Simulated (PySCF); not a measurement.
# C2H2F2 (SMILES F/C=C\F) at 6 levels

Aim: a comparison of 6 runs (HF/STO-3G, BLYP/6-311+G**, PBE/6-311+G**, SVWN5/6-311+G**, TPSS/6-311+G**, r2SCAN/6-311+G**) of C2H2F2. 

Program for the calculation: PySCF 2.14.0.

3 further runs of the same task are left out: 3 set aside as unsound or not needed.

## 1. The structure to begin with

C2H2F2: 6 atoms, total charge 0, spin state singlet. SMILES: `F/C=C\F`. One bond was lengthened or shortened from a relaxed shape.

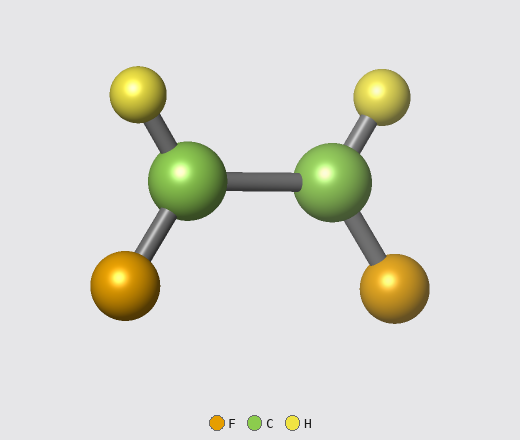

Viewed from a chosen angle; fluorine amber, carbon green, hydrogen yellow.

## 2. The energy at HF/STO-3G (run 1)

job.py

```python
from pyscf import gto

mol = gto.M(
    atom='''
F      0.412156    -0.851100    -1.850299
C      0.625006     0.012540    -0.855169
C     -0.327390     0.076410     0.572410
F     -1.362570    -0.733090     0.808990
H      1.459446     0.672440    -1.035239
H     -0.147270     0.778580     1.370930
''',
    verbose=3,
    max_memory=1860,
    basis='sto-3g',
    spin=0,
    charge=0,
)

myscf = mol.RHF()
myscf.conv_tol = 1e-10
myscf.kernel()
if not myscf.converged:
    myscf = myscf.newton().run(myscf.mo_coeff, myscf.mo_occ)

etot = myscf.e_tot
print('E = %.10f Eh' % etot)
```

The run is started by

```sh
$ OMP_NUM_THREADS=1 python job.py
```

The program printed:

```text
converged SCF energy = -271.851173167996
E = -271.8511731680 Eh
```

Run time: 0.78 s. Hardware: 1 thread of Arm Neoverse V1, shared host; peak memory 0.12 GiB.

## 3. The energy at BLYP/6-311+G(d,p) (run 2)

run.py

```python
from pyscf import gto, dft

mol = gto.M(
    atom=[
    ('F', (0.412156, -0.851100, -1.850299)),
    ('C', (0.625006, 0.012540, -0.855169)),
    ('C', (-0.327390, 0.076410, 0.572410)),
    ('F', (-1.362570, -0.733090, 0.808990)),
    ('H', (1.459446, 0.672440, -1.035239)),
    ('H', (-0.147270, 0.778580, 1.370930)),
],
    verbose=4,
    basis='6-311+g**',
    max_memory=1860,
)

mf = dft.RKS(mol)
mf.xc = 'blyp'
mf.conv_tol = 1e-10
mf.grids.level = 5
mf.kernel()
if not mf.converged:
    mf = mf.newton().run(mf.mo_coeff, mf.mo_occ)

e_tot = mf.e_tot
print('E = %.10f Eh' % e_tot)
```

The run is started by

```sh
$ OMP_NUM_THREADS=1 python run.py
```

The program printed:

```text
PySCF version 2.14.0

[... 78 lines left out ...]
converged SCF energy = -277.022479491872
E = -277.0224794919 Eh
```

Run time: 20 s. Hardware: 1 thread of Arm Neoverse V1, shared host; peak memory 0.5 GiB.

Run 3 isn't shown in full; the table further down has it.

## 4. The energy at SVWN5/6-311+G(d,p) (run 4)

input.py

```python
from pyscf import gto, dft

mol = gto.M(
    atom='''
F      0.412156    -0.851100    -1.850299
C      0.625006     0.012540    -0.855169
C     -0.327390     0.076410     0.572410
F     -1.362570    -0.733090     0.808990
H      1.459446     0.672440    -1.035239
H     -0.147270     0.778580     1.370930
''',
    max_memory=1860,
    basis='6-311+g**',
    verbose=4,
)

mf = dft.RKS(mol, xc='svwn')
mf.grids.level = 5
mf.conv_tol = 1e-10
mf.kernel()
if not mf.converged:
    mf = mf.newton().run(mf.mo_coeff, mf.mo_occ)

etot = mf.e_tot
print('Final energy', etot)
```

The run is started by

```sh
$ OMP_NUM_THREADS=1 python input.py
```

The program printed:

```text
PySCF version 2.14.0

[... 78 lines left out ...]
converged SCF energy = -275.078459275583
Final energy -275.078459275583
```

Wall time 14 s (1 thread of Arm Neoverse V1, shared host); peak memory 0.33 GiB.

Run 5 isn't shown in full; the table further down has it.

## 5. The energy at r2SCAN/6-311+G(d,p) (run 6)

mol.xyz

```xyz
6

F      0.412156    -0.851100    -1.850299
C      0.625006     0.012540    -0.855169
C     -0.327390     0.076410     0.572410
F     -1.362570    -0.733090     0.808990
H      1.459446     0.672440    -1.035239
H     -0.147270     0.778580     1.370930
```

calc.py

```python
from pyscf import gto, dft

mol = gto.M(
    atom='mol.xyz',
    max_memory=1860,
    verbose=3,
    charge=0,
    basis='6-311+g**',
)

myscf = dft.RKS(mol, xc='r2scan')
myscf.grids.level = 5
myscf.conv_tol = 1e-10
myscf.kernel()
if not myscf.converged:
    myscf = myscf.newton().run(myscf.mo_coeff, myscf.mo_occ)

energy = myscf.e_tot
print('Final energy', energy)
```

The run is started by

```sh
$ OMP_NUM_THREADS=1 python calc.py
```

The program printed:

```text
converged SCF energy = -276.920398645063
Final energy -276.9203986450625
```

Run time: 38 s. Hardware: 1 thread of Arm Neoverse V1, shared host; peak memory 0.53 GiB.

## 6. Overview of the runs

| run | level | integration grid | energy (Eh) | dipole moment (D) | HOMO energy (eV) | LUMO energy (eV) | wall time |
| --- | --- | --- | --- | --- | --- | --- | --- |
| 1 | HF/STO-3G | – | -271.851173 | 1.44 | -5.35 | 5.74 | 0.78 s |
| 2 | BLYP/6-311+G** | 5 | -277.022479 | 2.05 | -5.34 | -2.43 | 20 s |
| 3 | PBE/6-311+G** | 5 | -276.773296 | 2.00 | -5.44 | -2.49 | 20 s |
| 4 | SVWN5/6-311+G** | 5 | -275.078459 | 2.09 | -5.64 | -2.72 | 14 s |
| 5 | TPSS/6-311+G** | 5 | -277.085029 | 2.07 | -5.44 | -2.37 | 42 s |
| 6 | r2SCAN/6-311+G** | 5 | -276.920399 | 2.11 | -5.63 | -2.39 | 38 s |

## 7. Outcome

| quantity | value |
| --- | --- |
| run 6: total energy | -276.92040 Eh |
| run 6: dipole moment | 2.11 D |
| run 6: HOMO energy | -5.63 eV |
| run 6: LUMO energy | -2.39 eV |
| run 6: HOMO–LUMO gap | 3.24 eV |

What this shows: The dipole moment (its size) runs from 1.44 D (HF/STO-3G) to 2.11 D (r2SCAN/6-311+G**). The two ends differ in method and basis. The HOMO–LUMO gap runs from 2.91 eV (BLYP/6-311+G**) to 11.09 eV (HF/STO-3G). Totals of different functionals can't be ranked against each other. In run 1 the basis is minimal, so the values are rough. All runs together took 2.2 min, the longest 42 s.
